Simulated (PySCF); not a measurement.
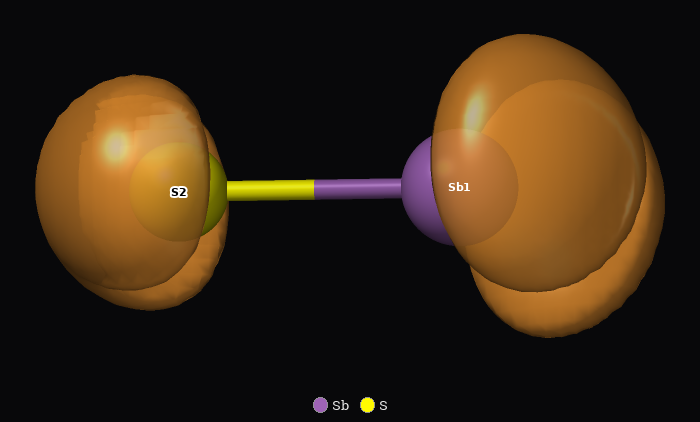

*SbS (doublet). Isosurface of the electron localisation function at 0.85 (orange), seen from one side. Only the valence region is drawn (cores and ρ < 0.01 e/Å³ removed).*

Core potentials replace the inner electrons of Sb.

These are results of PBE0/cc-pVDZ(-PP), non-relativistic Hamiltonian with scalar-relativistic core potentials where named, at a bond length of 2.227 Å in PySCF 2.14.0, not measurements.

```yaml
atoms:
  - { symbol: Sb, position_ang: [0.0000, 0.0000, -0.4657] }
  - { symbol: S, position_ang: [0.0000, 0.0000, 1.7613] }
```

**Describe the localisation domains.**

The surface consists of one ring or bowl of non-bonding electrons around S and two lobes on Sb, pointing away from the bonds (non-bonding electrons). Profiles from the grid: Sb–S (2.23 Å): the ELF peaks at about 0.80 in the valence shell of S, 0.9 Å from its nucleus, and drops to about 0.20 between the two atoms.
